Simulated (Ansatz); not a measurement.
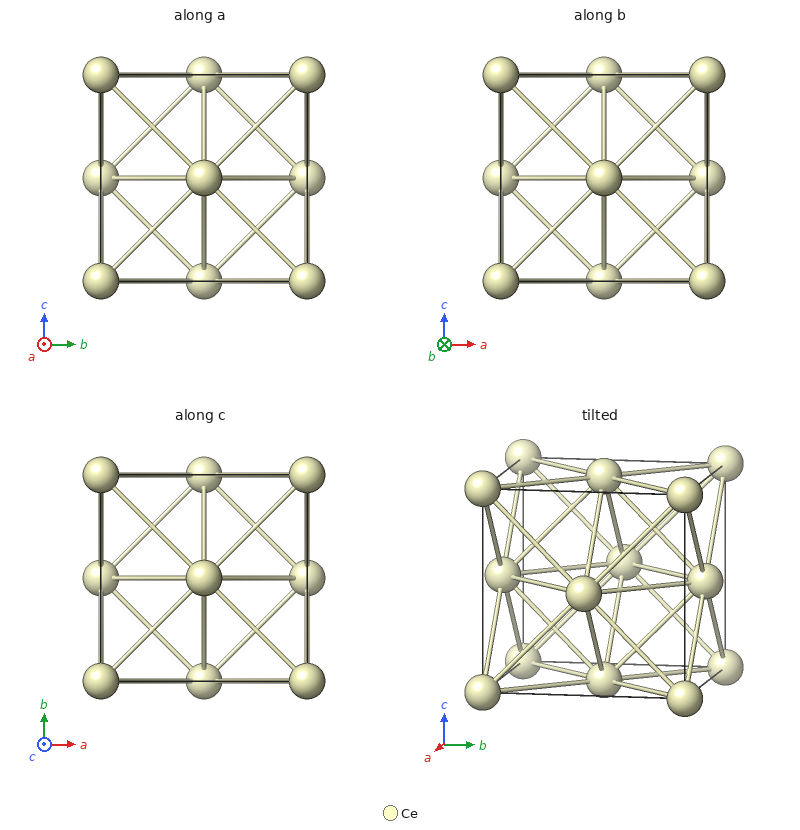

Shown here is a ball-and-stick view of the crystal, taken along the a axis, along the b axis, along the c axis and slightly off an axis. Atoms at the boundary of the conventional unit cell (the box) are drawn once for each face, edge or corner they touch.

Lattice parameters: a = 4.6624 Å, b = 4.6624 Å, c = 4.6624 Å, α = 90.000°, β = 90.000°, γ = 90.000°.

> Write down what is shown as a CIF in P1 with every atom of the cell.

```cif
data_structure
_symmetry_space_group_name_H-M 'P 1'
_symmetry_Int_Tables_number 1
_cell_length_a 4.6624
_cell_length_b 4.6624
_cell_length_c 4.6624
_cell_angle_alpha 90.000
_cell_angle_beta 90.000
_cell_angle_gamma 90.000
_cell_volume 101.35
loop_
_atom_site_label
_atom_site_type_symbol
_atom_site_fract_x
_atom_site_fract_y
_atom_site_fract_z
_atom_site_occupancy
Ce1 Ce 0.0000 0.0000 0.0000 1
Ce2 Ce 0.0000 0.5000 0.5000 1
Ce3 Ce 0.5000 0.0000 0.5000 1
Ce4 Ce 0.5000 0.5000 0.0000 1
```

Its origin is the standard structure of this element. Earlier steps of the study may have refined or changed the cell and positions. It was the input of a calculation with Ansatz.
